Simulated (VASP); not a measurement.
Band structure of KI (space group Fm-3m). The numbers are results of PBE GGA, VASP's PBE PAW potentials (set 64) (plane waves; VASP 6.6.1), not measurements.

Unless said otherwise, spin-orbit coupling is left out, though it shifts the bands of the heavy elements here.

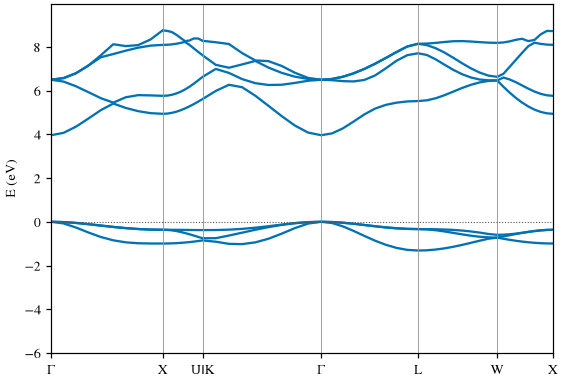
Bands along high-symmetry lines, zero at the valence-band maximum or, without a gap, the Fermi level

Task: Read the plot: is there a gap, and where are the band edges?

Result: The gap is direct, 3.96 eV, from the valence maximum at Γ to the conduction minimum at Γ.

The structure is a typed KI crystal (Fm-3m). The cell was not relaxed at this level.
